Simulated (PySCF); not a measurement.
AlF6 (SMILES [F][Al-3]([F])([F])([F])([F])[F]) (charge −3)

Input

```
{"job": {"kind": "nmr", "xc": "PBE0", "basis": {"default": "pcSseg-1", "Al": "pcSseg-2"}}, "charge": -3, "multiplicity": 1}
Al     0.013019    -0.015036    -0.009891
F      0.006855    -0.017243     1.856502
F      0.016187    -0.012247    -1.876628
F      1.879977    -0.004137    -0.004125
F     -1.853727    -0.024332    -0.018519
F      0.004653     1.851912    -0.001573
F      0.024895    -1.880927    -0.014316
```

Launched as:

```sh
OMP_NUM_THREADS=1 python probes_run.py task.json out
```

Geometry: PBE0-D3(BJ)/def2-SVP.

These are results of PBE0/pcSseg-1 Al:pcSseg-2, SCF density, gas phase, non-relativistic in PySCF, not measurements.

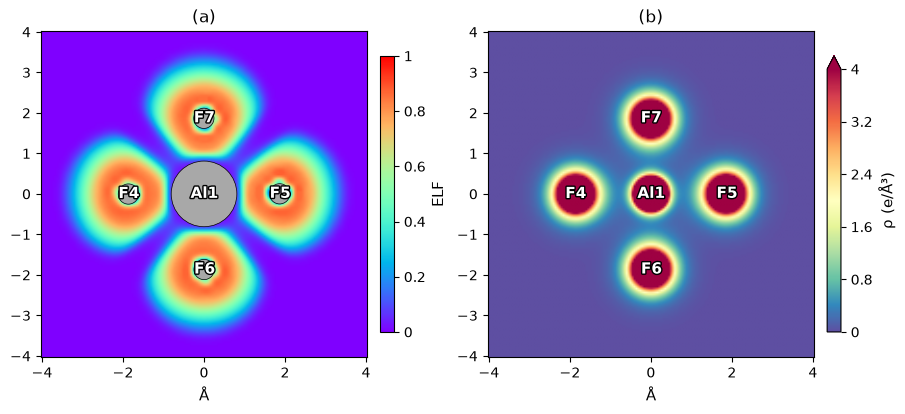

Figure 1. (a) ELF; (b) electron density on the plane of atoms F5, Al1 and F7. Grey discs cover the atomic cores in the ELF map.

> What do the fields say about this system?

The plane passes through Al and F nuclei. Al–F (1.87 Å): ρ is about 0.51 e/Å³ halfway; the ELF peaks at about 0.85 in the valence shell of F, 0.6 Å from its nucleus, and is about 0.35 at the midpoint. The ELF also peaks beside F6, F5, F4 and F7, away from the bonds: lone-pair regions.

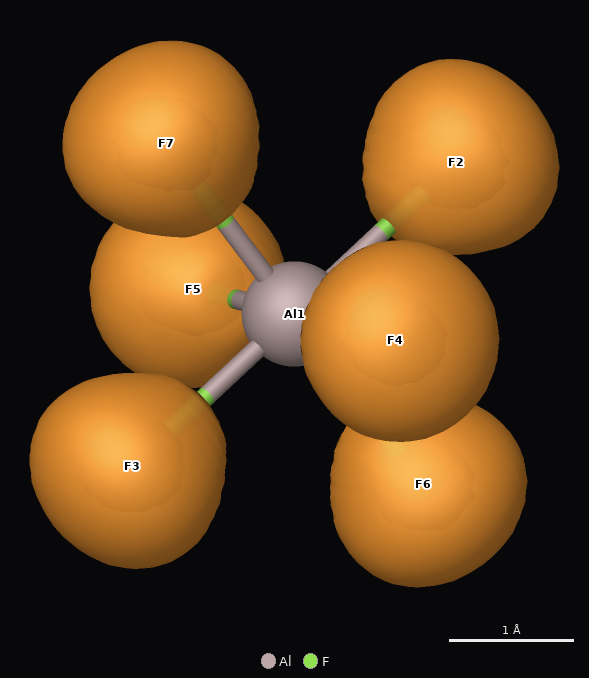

Figure 2. Isosurface of the electron localisation function at 0.75 (orange), seen from one side. Only the valence region is drawn (cores and ρ < 0.01 e/Å³ removed).

> Identify the bonds, lone pairs and shells in this picture.

The surface consists of six regions wrapped around F (the valence shell of each).
